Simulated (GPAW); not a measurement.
# Polarising a 7-layer slab of Na(110) with a field along the normal

The dipole of the cell at several fields, atoms fixed. What does the strongest field give, and what length does the slope stand for?

**Method.** GPAW 26.7.0, plane waves (400 eV), PAW setups, PBE, 9×9 mesh, a dipole layer in the vacuum; geometry relaxed without an applied field with GPAW. The cell's area is 12.65 Å², and e/ε0 = 180.95 V Å.

Results, with one row withheld:

| field (V/Å) | dipole (e Å) |
| --- | --- |
| −0.2 | −0.3141 |
| −0.1 | −0.1567 |
| −0.05 | −0.0781 |
| 0.05 | 0.0790 |
| 0.1 | 0.1576 |
| 0.2 | 0.3149 |
| 0.3 | ? |

**Question.** What is the dipole at 0.3 V/Å?

**Working.** A line through the 6 points has the slope α = 1.572 e Å per V/Å and the intercept p₀ = 0.0004 e Å (r.m.s. residual 6.8e−05). At 0.3 V/Å it gives p = 0.0004 + 1.572 × 0.3 = 0.4721 e Å; the run gives 0.4727 e Å, so the response stays linear to 0.1 % of the induced part. Dividing by ε0 and the area: α/(ε0 A) = 1.572 × 180.95 / 12.65 = 22.49 Å, against 17.92 Å between the outer nuclei. A metal screens fully, so the excess of 4.57 Å puts the image planes about 2.28 Å outside the outer atoms on average.

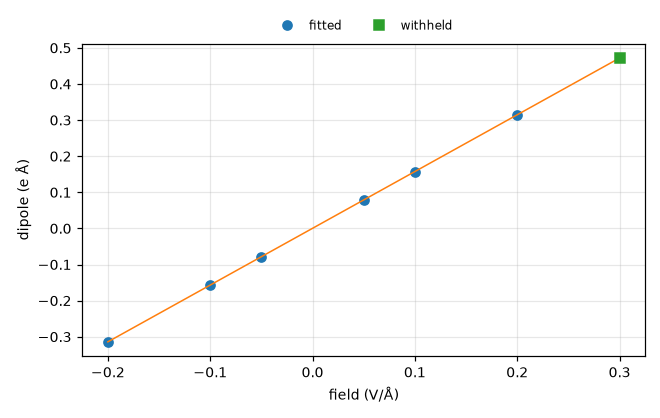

The line and the withheld run.

**Limits.** This is the electronic response alone; ions that move would add to it in polar layers. No run was spin-polarised, so magnetic states weren't tested.
